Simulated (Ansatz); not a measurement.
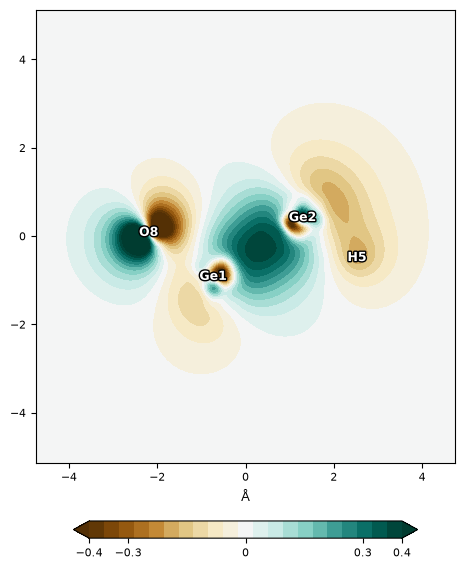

FGe2H5O···H2. The HOMO on the plane of atoms Ge2, Ge1 and O8 (values in Å⁻³ᐟ²; the overall sign is arbitrary).

Theory: Ansatz 0.2.0, RKS PBE0/def2-SVP.

Input

```
crystal:
  periodic: [false, false, false]
  atoms:
    - { symbol: Ge, position_ang: [0.04162, 0.127829, 0.171538] }
    - { symbol: Ge, position_ang: [0.045088, 0.116331, 2.579281] }
    - { symbol: H, position_ang: [-1.012445, -0.885047, 3.087413] }
    - { symbol: H, position_ang: [1.424602, -0.314534, 3.112849] }
    - { symbol: H, position_ang: [-0.283345, 1.521187, 3.11743] }
    - { symbol: H, position_ang: [1.387794, 0.132476, -0.563577] }
    - { symbol: F, position_ang: [-0.814739, 1.57255, -0.319568] }
    - { symbol: O, position_ang: [-0.845359, -1.235361, -0.537547] }
    - { symbol: H, position_ang: [-1.730491, -1.348517, -0.168769] }
    - { symbol: H, position_ang: [0.619347, -2.414377, 1.065617] }
    - { symbol: H, position_ang: [1.012326, -2.296438, 1.657335] }
basis:
  gaussian: { orbitals: def2-SVP }
hamiltonian:
  xc: pbe0
relax:
  f_tol: 0.03
  max_steps: 50
output:
  orbitals: {}
```

Command:

```sh
ansatz run input.yaml --threads 4 --pin off --max-ram 5120MiB --backend cpu --events-out ev --progress --plain --runs-dir out
```

The fields are those of the run's last geometry, not of the input's.

### What is the character of this orbital?

By Hirshfeld shares it lies mainly on Ge2 (about 30 %), Ge1 (about 25 %), O8 (about 20 %), H6 (about 10 %) and F7 (about 5 %). Its energy is −8.19 eV.
